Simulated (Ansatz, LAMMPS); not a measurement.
# Squeezing and shearing amorphous carbon (80 atoms): runs compared

Aim: relax amorphous carbon (80 atoms), then change its volume and shape to read moduli from the stress.

Computed with Ansatz 0.2.0: Kohn-Sham DFT, PBE, PAW (set soft_2), plane waves.

### 1. The cell as built

The cell holds 80 atoms: 80 C. Cell: a = 8.309 Å, b = 8.309 Å, c = 8.309 Å, α = 90.0°, β = 90.0°, γ = 90.0°. 80 atoms (80 C) placed at random at 2.78 g/cm³, melted at 5500 K for 10 ps at fixed volume with the Tersoff potential (Tersoff, Phys. Rev. B 39, 5566 (1989)). Quenched from 5500 K to 100 K at 10 K/ps and fixed volume, held 5 ps.

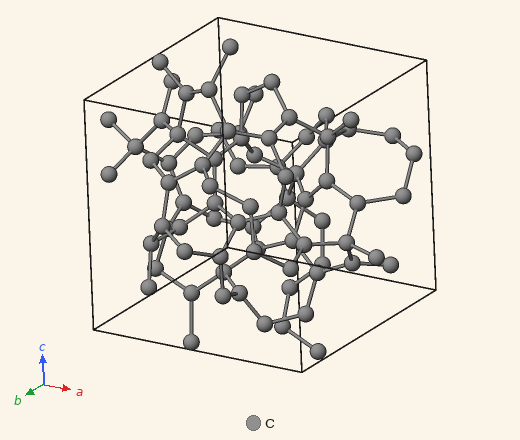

The cell as built. Some periodic images of atoms are drawn too.

Limits known from the start: The quench rate of 10 K/ps is orders of magnitude faster than experiment, which tends to freeze in extra defects. The network of bonds at the start is that of the classical potential that made the cell, and needn't be the one that DFT or experiment would give.

### 2. The reference run

The reference is a single point at the end of the relaxation.

Every strained cell starts from the geometry of this run, and its atoms are relaxed with the cell held.

Its input, with most atom lines left out:

```yaml
crystal:
  lattice:
    - [8.52735, 0.11832, -0.21903]
    - [0.11832, 8.05972, -0.08462]
    - [-0.21903, -0.08462, 8.20037]
  atoms:
    - { symbol: C, position: [0.98798, 0.85019, 0.02538] }
    - { symbol: C, position: [0.18015, 0.21023, 0.60618] }
    - { symbol: C, position: [0.90175, 0.92431, 0.31619] }
    - { symbol: C, position: [0.82887, 0.47211, 0.72005] }
    - { symbol: C, position: [0.31166, 0.84807, 0.73478] }
    - { symbol: C, position: [0.92481, 0.02993, 0.59303] }
    - { symbol: C, position: [0.5371, 0.56829, 0.73489] }
    [... atom lines 8 to 80 left out ...]
kpoints:
  mp_grid: { grid: [2, 2, 2] }
hamiltonian:
  xc: pbe
scf:
  occupations: { method: gaussian, width: 0.05 }
output:
  forces: true
  stress: true
  populations: true
  dos:
    method: { smearing: { sigma: 0.15 } }
    de: 0.1
    projected: { site_lists: { C: [C] } }
  eigenvalues: true
  write_density: true
  write_potential: true
  volumetric_format: npy
  elf: true
```

| Quantity | Value |
| --- | --- |
| free energy per atom | -250.1748 eV/atom |
| r.m.s. force component | 0.00367 eV/Å |
| pressure | 0.001401 GPa |

5 levels are partly filled, by over 2 % (on the run's k-points): at this level the cell shows no clear gap. Levels of broken or missing bonds inside a gap of the host would look the same.

### 3. The runs

Each row is one run, on 4 threads of Intel Xeon Platinum 8375C at 2.90GHz (Ice Lake), shared host. The free energy is the program's total, comparable only between runs with the same functional, potentials and atoms.

```
                                 run  atoms    outcome  ionic steps, all passes  free energy (eV)     time  host memory (GiB)
           Single point at the start     80  converged                        -        -19999.137     15 s                3.2
              Cell and atoms relaxed     80  converged                       37        -20013.985  9.4 min                3.4
Single point at the relaxed geometry     80  converged                        -        -20013.985     28 s                3.1
                         Volume -3 %     80  converged                        5        -20013.530     78 s                3.2
                         Volume +3 %     80  converged                        4        -20013.565     66 s                3.4
                         Volume -6 %     80  converged                        6        -20012.094     86 s                3.1
                         Volume +6 %     80  converged                        5        -20012.381     84 s                3.5
                        Volume -10 %     80  converged                       17        -20010.285  3.9 min                3.1
            Stretched by 1 % along x     80  converged                        3        -20013.902     47 s                3.3
           Compressed by 1 % along x     80  converged                        3        -20013.899     49 s                3.3
                Sheared by 2 % in xy     80  converged                        4        -20013.838     59 s                3.3
```

In some runs the program notes that the SCF threshold is loose for the stress.

### 4. Pressure against volume

Atoms are relaxed at each volume, in the scaled cell.

| volume change (%) | volume (Å³/atom) | energy change (meV/atom) | pressure (GPa) | largest move on relaxing (Å) | bonds |
| --- | --- | --- | --- | --- | --- |
| -10 | 6.334 | 46.25 | 28.67 | 0.53 | 140 |
| -6 | 6.616 | 23.64 | 18.53 | 0.11 | 136 |
| -3 | 6.827 | 5.68 | 8.78 | 0.05 | 136 |
| +0 | 7.038 | 0.00 | 0.00 | - | 136 |
| +3 | 7.249 | 5.24 | -7.76 | 0.04 | 136 |
| +6 | 7.460 | 20.04 | -14.55 | 0.09 | 136 |

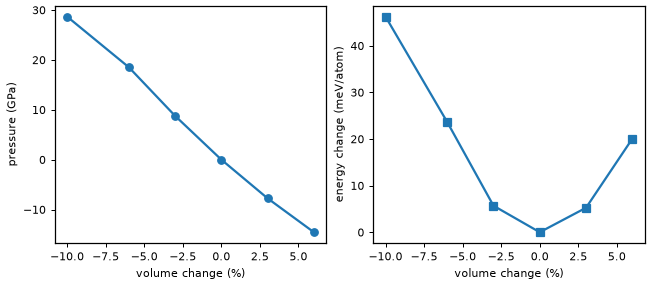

Pressure and energy against volume.

### 5. Uniaxial strain and shear

Stress (GPa, compression positive) less that of the relaxed cell, atoms relaxed:

```csv
strain,xx,yy,zz,xy,energy change (meV/atom)
stretched by 1 % along x,-4.679,-1.741,-1.442,0.651,1.03
compressed by 1 % along x,4.860,1.808,1.525,-0.677,1.07
sheared by 2 % in xy,1.369,1.414,0.438,-4.192,1.83
```

### 6. What came out

The bulk modulus, from the slope of pressure against ln V over the three points nearest the relaxed volume, is 276 GPa; between neighbouring points the slope runs 233, 310, 288, 262 and 237 GPa from the smallest volume up, without a steady fall, so no pressure derivative is given. The count of bonds runs from 136 to 140 over the series, so at some points contacts cross the cutoffs. At -10 % some atom moved by over 0.5 Å on relaxing, so that point may sit in another local minimum. In the Cartesian axes of the cell, finite differences give C11 = 477, C12 = 177, C13 = 148 and C66 = 210 GPa (the shear of 2 % is the engineering strain, εxy = 0.01). The mean of C11, C12 and C13, which equals the bulk modulus in a cubic or isotropic solid, is 268 GPa: it agrees with the bulk modulus within 10 %. For an isotropic solid C66 would equal (C11 − C12)/2 = 150 GPa; so small a sample needn't be isotropic, and C66 rests on one shear. The two differ too much for isotropic moduli to be formed.

Caveats: Strains are finite and relaxations stop at the force tolerance of the input, which can leave moduli too stiff; they are those of a static cell at zero temperature. Volumes are changed with the cell's shape held, so in an anisotropic solid the modulus lies over the one under free hydrostatic load. The program notes that the SCF threshold of the relaxations is loose for the stress.

The DFT runs together took 22 min of wall time.

[Logs are printed without paths, hosts, clocks, repeated set-up lines and the standing remarks that a program may print on its own settings, such as how far it seeks lower states.]

[Hosts, paths, dates, database ids (printed as entryN), source tags and the programs' standing remarks are cut or masked in the printed files.]
